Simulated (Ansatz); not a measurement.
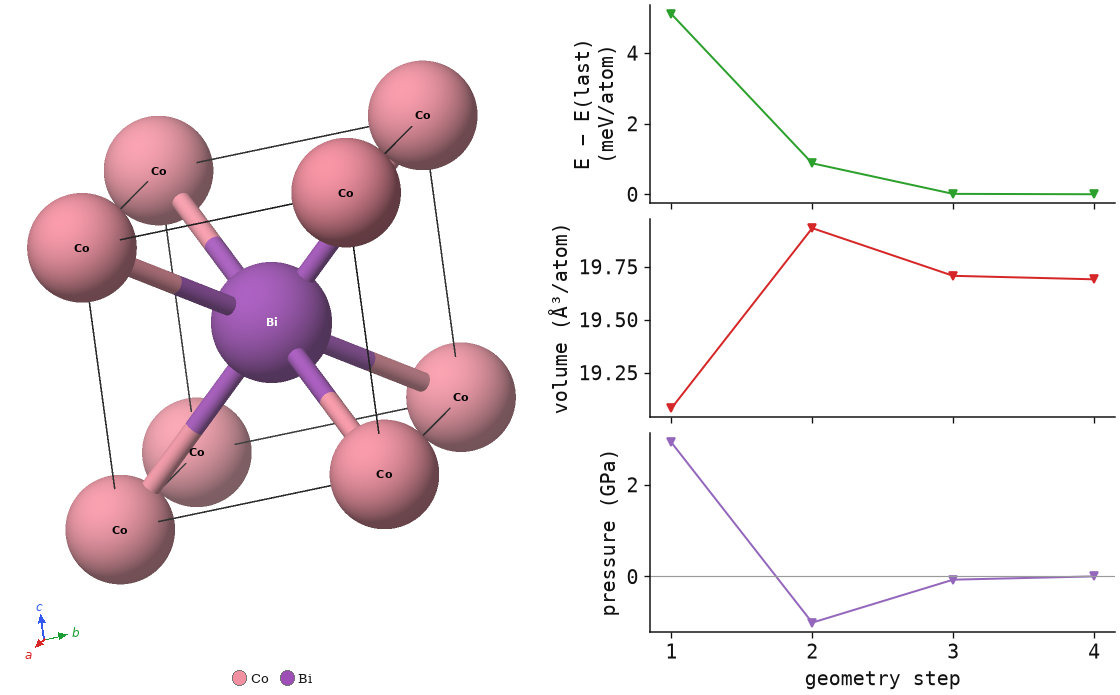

Beside the plot: the structure at the start.

History of a geometry optimisation. Atoms and cell relax. A closing SCF on a freshly chosen basis isn't drawn.

CoBi (Fm-3m, 2 atoms in the cell); Ansatz 0.2.0, DFT, PBE, PAW with Ansatz's default frozen-core files, scalar-relativistic; cutoff 420 eV, 13×13×13 k-mesh, Fermi–Dirac smearing of 0.05 eV, collinear spins.

### How did it end, and what did it gain?

The optimisation met its thresholds at geometry 4, counting the start as the first. The energy fell by about 5.1 meV/atom from the first step to the last. All forces vanish by symmetry, so only the cell moves.

### Was the starting cell too large or too small?

The volume grows from 19.08 to 19.69 Å³ per atom (+3.2 %), overshooting to 19.93 at step 2, as the pressure goes from 2.9 GPa to about 0 GPa. The start was compressed.
